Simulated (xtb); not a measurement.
**Energy and gradient calculation, with input and output: C3H5O2 (charge −1)**

- system: C3H5O2, charge −1, SMILES C=C([O-])CO
- method: GFN-FF (xtb 6.7.1)

The geometry comes from this level: GFN2-xTB.

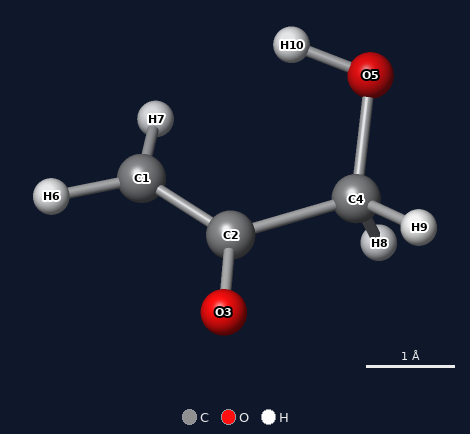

**Figure 1.** The structure (ball-and-stick view, seen at a tilt; atoms are numbered from 1 in the order of the input). Bond lengths as drawn: C–C 1.36 to 1.55 Å, C–H 1.08 to 1.10 Å, C–O 1.27 to 1.43 Å and H–O 0.97 Å.

## Key numbers

| quantity | value |
| --- | --- |
| outcome | converged |
| total energy | −2.722279 hartree |
| dispersion energy | −0.004253 hartree |
| largest force | 1.243 eV/Å |
| hardware | 1 thread of Intel Xeon @ 2.50GHz (Skylake/Cascade Lake), 16 GiB of memory available, shared host |
| peak memory | 0.071 GiB |

## Input (geom.xyz)
```
10
C3H5O2
C     -0.53499     0.88375     0.92845
C      0.26084    -0.20315     0.74310
O      1.02167    -0.76499     1.58337
C      0.24056    -0.81233    -0.68684
O      0.25105     0.16069    -1.73013
H     -0.57702     1.38872     1.88105
H     -1.22434     1.24206     0.17306
H     -0.65799    -1.44134    -0.80880
H      1.12193    -1.45287    -0.81100
H      0.09829     0.99947    -1.27226
```

## File .CHRG
```
-1
```

## File .UHF
```
0
```

Command:
```bash
xtb geom.xyz --grad --gfnff | tee run.log
```

## Log
```
* xtb version 6.7.1
   ID    Z sym.   atoms
    1    6 C      1, 2, 4
    2    8 O      3, 5
    3    1 H      6-10

           -------------------------------------------------
          |                Calculation Setup                |
           -------------------------------------------------

          program call               : xtb geom.xyz --grad --gfnff
          coordinate file            : geom.xyz
          omp threads                :                     1

          charge from .CHRG file: -1

          ==================== Thresholds ====================
          CN  :   150.00000
          rep :   500.00000
          disp:  2500.00000
          HB1 :   250.00000
          HB2 :   450.00000

          Pauling EN used:
          Z : 1  EN :  2.20
          Z : 6  EN :  2.55
          Z : 8  EN :  3.44
          electric field strengths (au): 0.000

           -------------------------------------------------
          |           Force Field Initialization            |
           -------------------------------------------------

          distances ...
          ----------------------------------------
          generating topology and atomic info file ...
          pair mat ...
          computing topology distances matrix with Floyd-Warshall algo ...
          making topology EEQ charges ...
          #fragments for EEQ constrain: 1
          ----------------------------------------
          generating topology and atomic info file ...
          pair mat ...
          computing topology distances matrix with Floyd-Warshall algo ...
          making topology EEQ charges ...
          #fragments for EEQ constrain: 1
          rings ...
          # BATM   42
          # H in HB   1

  atom   neighbors  erfCN metchar sp-hybrid imet pi  qest     coordinates
    1  C       3    2.79   0.00         2    0    1  -0.072   -1.010985    1.670045    1.754516
    2  C       3    2.78   0.00         2    0    1   0.072    0.492916   -0.383898    1.404255
    3  O       1    0.98   0.00         2    0    1  -0.514    1.930676   -1.445622    2.992136
    4  C       4    3.48   0.00         3    0    0   0.082    0.454593   -1.535081   -1.297939
    5  O       2    1.91   0.00         3    0    0  -0.502    0.474416    0.303660   -3.269472
    6  H       1    0.97   0.00         0    0    0  -0.046   -1.090410    2.624300    3.554669
    7  H       1    0.97   0.00         0    0    0  -0.046   -2.313667    2.347153    0.327036
    8  H       1    0.97   0.01         0    0    0  -0.052   -1.243421   -2.723738   -1.528410
    9  H       1    0.97   0.00         0    0    0  -0.052    2.120140   -2.745526   -1.532568
   10  H       1    0.97   0.00         0    0    0   0.131    0.185741    1.888725   -2.404223

          #atoms :   10
          #bonds :   9
          #angl  :   13
          #tors  :   15
          #nmol  :   1
          #optfrag :   1
           -------------------------------------------------
          |                   G F N - F F                   |
          |          A general generic force-field          |
          |                  Version 1.0.3                  |
           -------------------------------------------------
          Number of HB bonds (bound hydrogen)     18
          Number of HB bonds (unbound hydrogen)   18
          Number of XB bonds                      0

 E+G (total)                   0 d,  0 h,  0 min,  0.000 sec
 distance/D3 list               ...        0 min,  0.000 sec (  0.746%)
 non bonded repulsion           ...        0 min,  0.000 sec ( 10.860%)
 dCN                            ...        0 min,  0.000 sec (  7.506%)
 EEQ energy and q               ...        0 min,  0.000 sec (  8.348%)
 D3                             ...        0 min,  0.000 sec ( 10.135%)
 EEQ gradient                   ...        0 min,  0.000 sec (  2.262%)
 bonds                          ...        0 min,  0.000 sec ( 12.142%)
 bend and torsion               ...        0 min,  0.000 sec ( 14.161%)
 bonded ATM                     ...        0 min,  0.000 sec (  6.384%)
 HB/XB (incl list setup)        ...        0 min,  0.000 sec ( 20.689%)

         :::::::::::::::::::::::::::::::::::::::::::::::::::::
         ::                     SUMMARY                     ::
         :::::::::::::::::::::::::::::::::::::::::::::::::::::
         :: total energy              -2.722279170186 Eh    ::
         :: gradient norm              0.042359921277 Eh/a0 ::
         ::.................................................::
         :: bond energy               -1.559182569238 Eh    ::
         :: angle energy               0.002403818044 Eh    ::
         :: torsion energy             0.003340887246 Eh    ::
         :: repulsion energy           0.101606167999 Eh    ::
         :: electrostat energy        -1.266239414267 Eh    ::
         :: dispersion energy         -0.004252982974 Eh    ::
         :: HB energy                 -0.000017650128 Eh    ::
         :: XB energy                  0.000000000000 Eh    ::
         :: bonded atm energy          0.000062573132 Eh    ::
         :: external energy            0.000000000000 Eh    ::
         :: add. restraining           0.000000000000 Eh    ::
         :: total charge              -1.000000000000 e     ::
         :::::::::::::::::::::::::::::::::::::::::::::::::::::

           -------------------------------------------------
          |                Property Printout                |
           -------------------------------------------------

molecular dipole:
                 x           y           z       tot (Debye)
 q only:       -0.965       0.652      -0.517       3.240

           -------------------------------------------------
          | TOTAL ENERGY               -2.722279170186 Eh   |
          | GRADIENT NORM               0.042359921277 Eh/α |
           -------------------------------------------------
########################################################################
[WARNING] Runtime exception occurred
-1- gfnff_setup: Could not read topology file.
########################################################################

------------------------------------------------------------------------
------------------------------------------------------------------------
 total:
 *  cpu-time:     0 d,  0 h,  0 min,  0.005 sec
 * ratio c/w:     1.000 speedup
 SCF:
 *  cpu-time:     0 d,  0 h,  0 min,  0.001 sec
 * ratio c/w:     0.999 speedup
```

## Standard error
```
normal termination of xtb
```
